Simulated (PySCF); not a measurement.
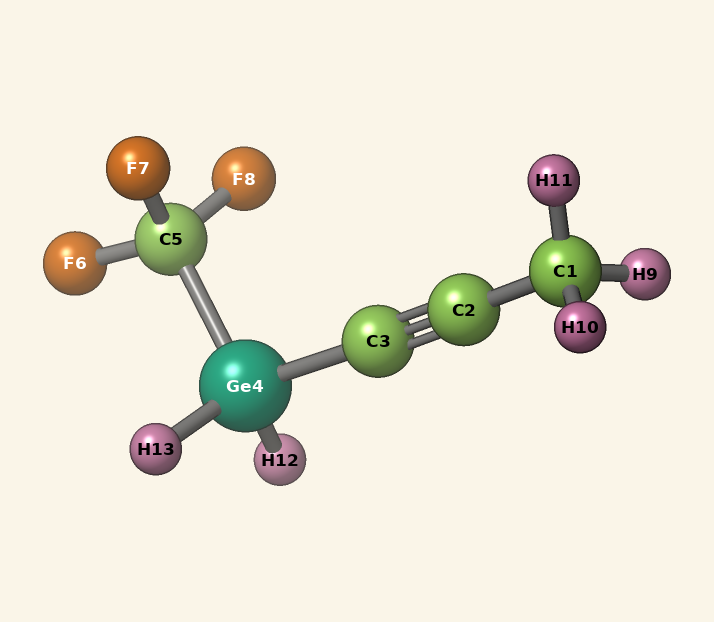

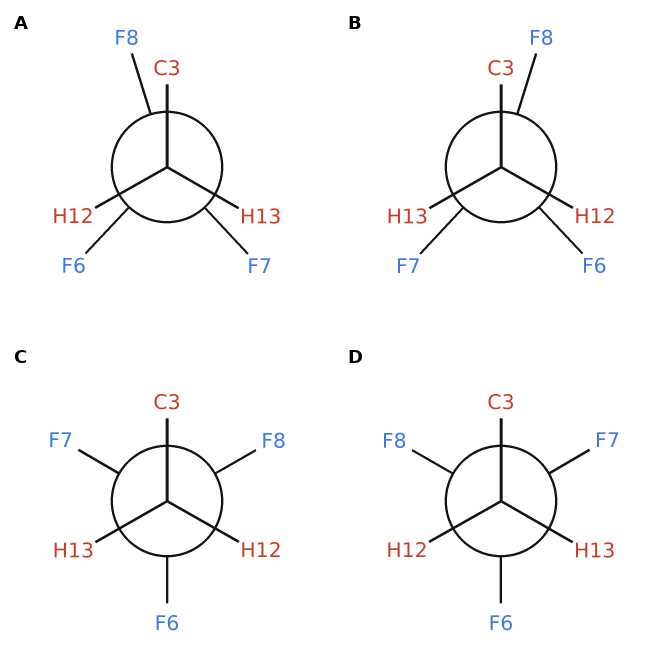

Depth is shown by fading: the farther an atom, the more it takes the colour of the background. Bonds that would overlap in a projection are set slightly apart. The computed structure is the end point of a PBE0-D3(BJ)/def2-SVP optimisation. No frequency run is at hand to confirm it as a minimum.

Which Newman projection shows the view along Ge4–C5, with Ge4 in front?

Answer. C. The torsion angle C3–Ge4–C5–F6 is 180°, antiperiplanar (anti).
